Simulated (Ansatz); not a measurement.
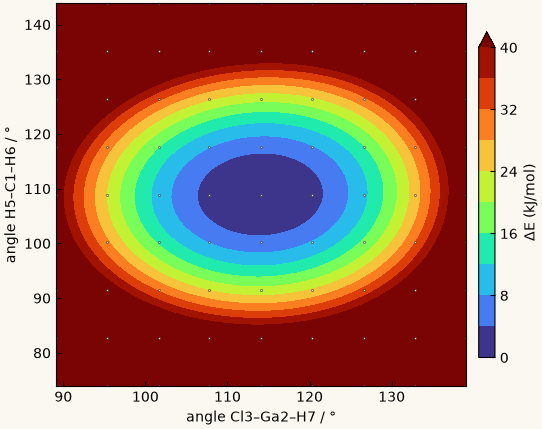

CH4ClGa, SMILES [CH3][GaH][Cl]. First axis: angle Cl3–Ga2–H7. Second axis: angle H5–C1–H6. Nothing is relaxed (all other coordinates rigid). The scan uses a 9 × 9 grid. Energies are in kJ/mol, from the relaxed molecule at the same level. Computed with RKS wB97X-V/def2-TZVP (Ansatz).

Drawn: filled contours, dots at the grid points, one colour for all values above the top of the scale. Between grid points the surface is interpolated.

**Where is the minimum, and how stiff is the well along each coordinate?**

The interpolated minimum is at angle Cl3–Ga2–H7 ≈ 114.1°, angle H5–C1–H6 ≈ 108.9°. The curvatures there are about 4.5 eV/rad² and 4.8 eV/rad², with a cross term of about −0.1 eV/rad². Round the minimum the contours are nearly round: the two directions are equally stiff and uncoupled. (1 eV is 96.5 kJ/mol.)
